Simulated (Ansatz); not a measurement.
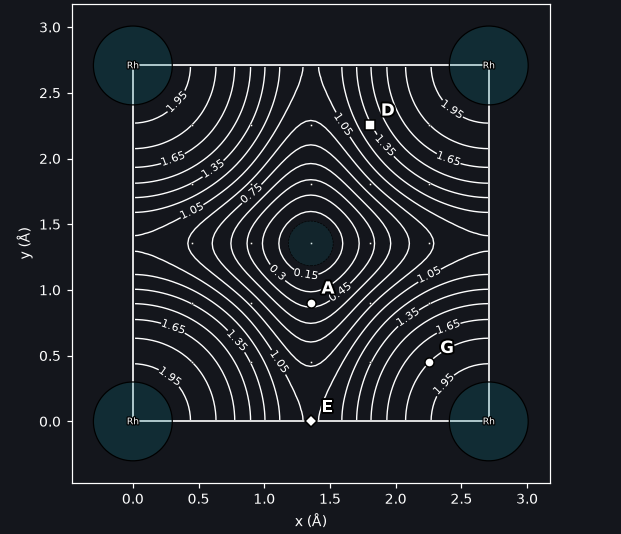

S on a Rh(100) slab cut from the Fm-3m phase, its upper half relaxed before the scan (12 atoms of substrate and one adsorbate in a 2 × 2 cell). S is moved over the surface cell; relaxed at each place: the height of the adsorbate's atoms; substrate rigid; the origin of the map has the adsorbate above Rh9. Places are given modulo a cell vector. The map is drawn in real space over the plane of the surface. Grid: 6 × 6 points; 10 points were computed and 26 follow by symmetry. Places are given in fractions of the 1 × 1 surface cell. Energies: eV, counted from the lowest grid point. The calculation used DFT PBE, scalar-relativistic, plane waves, PAW (Ansatz). Settings: cutoff 420 eV, k-mesh 5×5×1, gaussian smearing 0.1 eV, no spin polarisation.

The picture shows contour lines labelled in eV, dots at the grid points, labelled circles for the atoms of the top layer and small ones for the second layer, the outline of one cell of the plane, lettered points. Between grid points the surface is interpolated.

What kind of point is each of D, E, G: minimum, saddle, maximum or slope?

D: on a slope; E: saddle point; G: on a slope. (In these two coordinates alone; a stationary point may lie a little off the grid point.)

Rank the lettered points by energy, lowest first.

A (0.41 eV), E (1.04 eV), D (1.34 eV), G (1.80 eV).

PAW datasets: the set soft_1.
